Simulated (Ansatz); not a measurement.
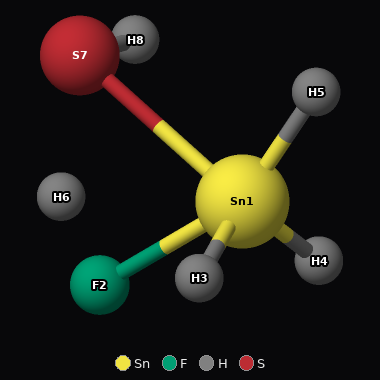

The system is the reacting system FH5SSn (fragments FH₃Sn + H₂S where the first distance is long, H₄SSn + FH where the second is long); the picture shows the reference structure. The first coordinate is: distance F2–H6 (bond that forms); the second: distance Sn1–F2 (bond that breaks). Relaxed at each point: all other coordinates. The grid has 13 × 13 points. Points are written as (first, second). Energies are in kJ/mol, from the lowest grid point. Energies and slopes of some neighbouring points disagree (a jump in structure or state, or too coarse a mesh). The reference is spin-restricted, so regions where a bond is pulled apart into radicals lie too high. Computed with RKS PBE-D4/def2-SVP (Ansatz).

Its coordinates:

```yaml
atoms:
  - { symbol: Sn, position_ang: [-0.8642, -0.4240, -0.2722] }
  - { symbol: F, position_ang: [1.2018, -1.2095, 0.4745] }
  - { symbol: H, position_ang: [-0.6693, -1.6093, -1.5034] }
  - { symbol: H, position_ang: [-1.3791, -0.9034, 1.3008] }
  - { symbol: H, position_ang: [-1.9918, 0.7788, -0.8466] }
  - { symbol: H, position_ang: [1.6265, -0.1135, 0.2429] }
  - { symbol: S, position_ang: [1.2082, 1.5321, -0.3250] }
  - { symbol: H, position_ang: [0.8680, 1.9487, 0.9290] }
```

Range: distance F2–H6 (bond that forms) from 0.819 to 2.019 Å; distance Sn1–F2 (bond that breaks) from 1.791 to 3.591 Å.

> What landscape does the calculation give?

The lowest grid point is at (0.947 Å, 3.047 Å). Other grid points that lie below all their neighbours: (1.895 Å, 1.983 Å) (15 kJ/mol higher). The energy also falls towards the edge at (2.019 Å, 3.405 Å) (15 kJ/mol above the lowest), where a further well may lie outside the range. The highest grid point, (0.819 Å, 1.791 Å), lies 362 kJ/mol above the lowest.

| second ↓, first → | 0.819 | 0.873 | 0.947 | 1.031 | 1.123 | 1.221 | 1.324 | 1.431 | 1.542 | 1.657 | 1.774 | 1.895 | 2.019 |
| --- | --- | --- | --- | --- | --- | --- | --- | --- | --- | --- | --- | --- | --- |
| 3.591 | 60 | 21 | 4 | 14 | 42 | 78 | 115 | 151 | 185 | 215 | 25 | 20 | 16 |
| 3.405 | 58 | 19 | 2 | 11 | 38 | 73 | 109 | 144 | 176 | 205 | 25 | 19 | 15 |
| 3.224 | 57 | 18 | 0 | 9 | 35 | 68 | 103 | 136 | 166 | 194 | 218 | 239 | 15 |
| 3.047 | 58 | 18 | 0 | 8 | 32 | 64 | 97 | 128 | 156 | 181 | 203 | 222 | 238 |
| 2.875 | 60 | 20 | 1 | 8 | 31 | 60 | 90 | 119 | 144 | 166 | 185 | 201 | 212 |
| 2.709 | 66 | 25 | 5 | 10 | 31 | 57 | 84 | 108 | 129 | 150 | 161 | 170 | 178 |
| 2.548 | 75 | 34 | 13 | 16 | 33 | 55 | 77 | 96 | 112 | 120 | 127 | 133 | 139 |
| 2.394 | 90 | 48 | 25 | 25 | 38 | 54 | 70 | 83 | 83 | 86 | 89 | 93 | 97 |
| 2.247 | 115 | 71 | 46 | 41 | 48 | 57 | 65 | 55 | 53 | 52 | 53 | 55 | 57 |
| 2.109 | 152 | 107 | 78 | 68 | 63 | 55 | 45 | 37 | 31 | 27 | 25 | 26 | 27 |
| 1.983 | 208 | 161 | 127 | 103 | 83 | 65 | 48 | 35 | 25 | 19 | 16 | 15 | 15 |
| 1.872 | 286 | 235 | 186 | 152 | 123 | 97 | 75 | 58 | 46 | 38 | 33 | 31 | 30 |
| 1.791 | 362 | 304 | 252 | 211 | 174 | 143 | 118 | 98 | 85 | 76 | 70 | 67 | 66 |

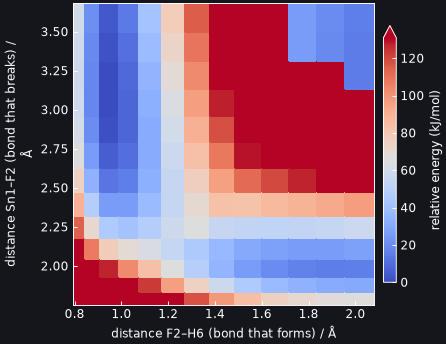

The picture shows one coloured cell a grid point, one colour for all values above the top of the scale.

Each point was launched as `ansatz run input.yaml --threads 1 --pin off --max-ram 2560MiB --backend cpu --events-out ev --progress --plain --runs-dir out`. The whole map (169 points run) took 36 min on 1 thread of Intel(R) Xeon(R) Platinum 8259CL CPU @ 2.50GHz (Skylake/Cascade Lake) (shared host).
